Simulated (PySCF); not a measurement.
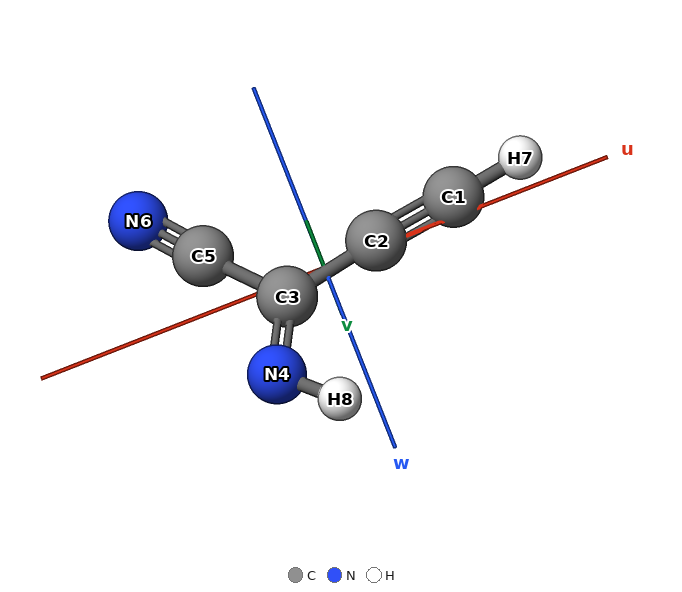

The lines u, v and w are the principal axes of the static dipole polarisability. The geometry was computed by an optimisation with GFN2-xTB. No frequency run is at hand to confirm it as a minimum. Level of theory: PBE0/def2-SVPD (PySCF 2.14.0).

> Along which axis is the molecule most polarisable, and along which least?

Most along u (in the molecular plane, at 21° to the long direction C1···N6), least along v (normal to the molecular plane).

> Give the three principal values.

u 74.3, v 34.3, w 62.5 bohr³; mean 57.0, anisotropy 35.7 bohr³.
